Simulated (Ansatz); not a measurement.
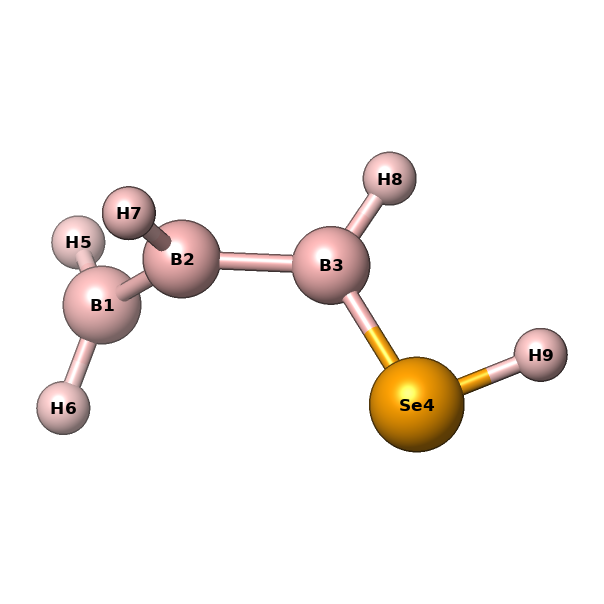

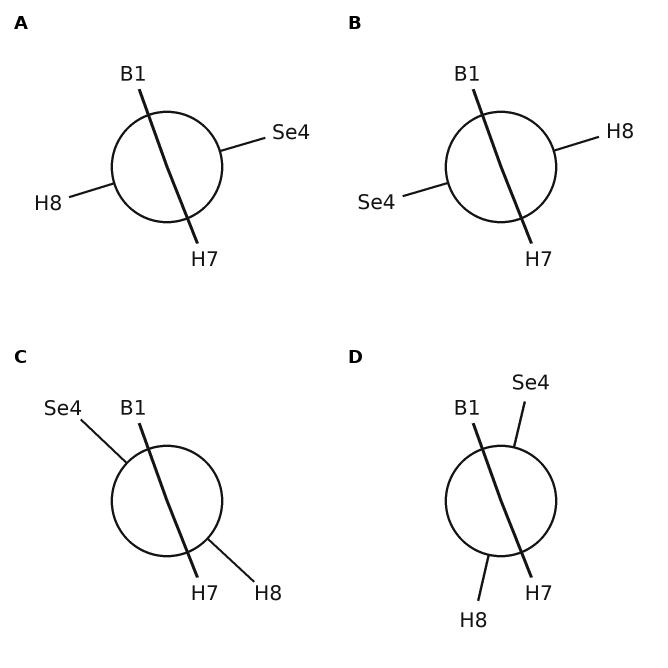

Depth is shown by fading: the farther an atom, the more it takes the colour of the background. Bonds that would overlap in a projection are set slightly apart. Computed geometry: PBE-D4/def2-SVP optimisation. No frequency run is at hand to confirm it as a minimum.

Which Newman projection shows the view along B2–B3, with B2 in front?

B. The torsion angle B1–B2–B3–Se4 is −87°, about perpendicular.
